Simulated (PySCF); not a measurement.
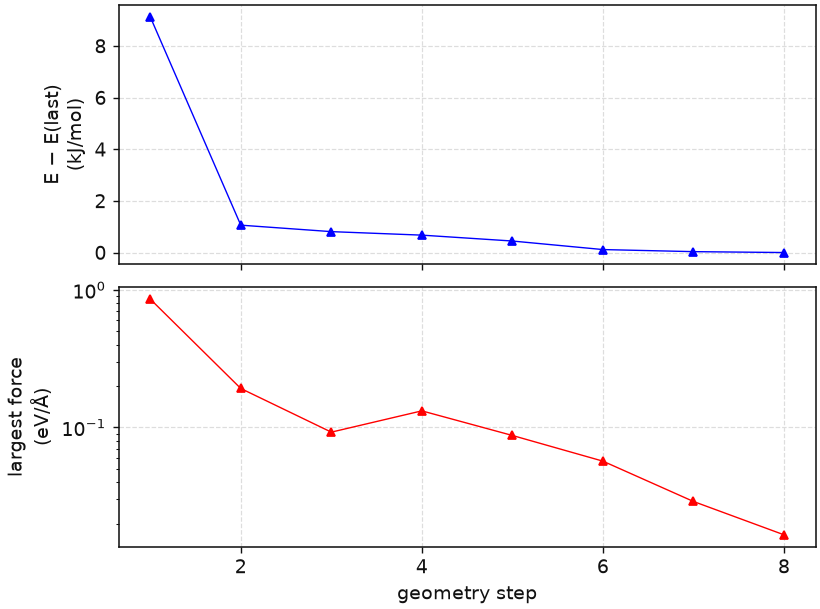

History of a geometry optimisation.

- system: C$_{9}$H$_{17}$N (SMILES C=CCCN(C)C1CCC1)
- method: PBE0-D3(BJ)/def2-SVP, geometry optimisation (PySCF 2.14.0, density fitting)

How did the optimisation end?

The optimisation met its thresholds at geometry 8, counting the start as the first. The energy fell by about 9.1 kJ/mol from the first step to the last. The largest force goes from about 0.86 eV/Å at the start to 0.017 eV/Å at the end.
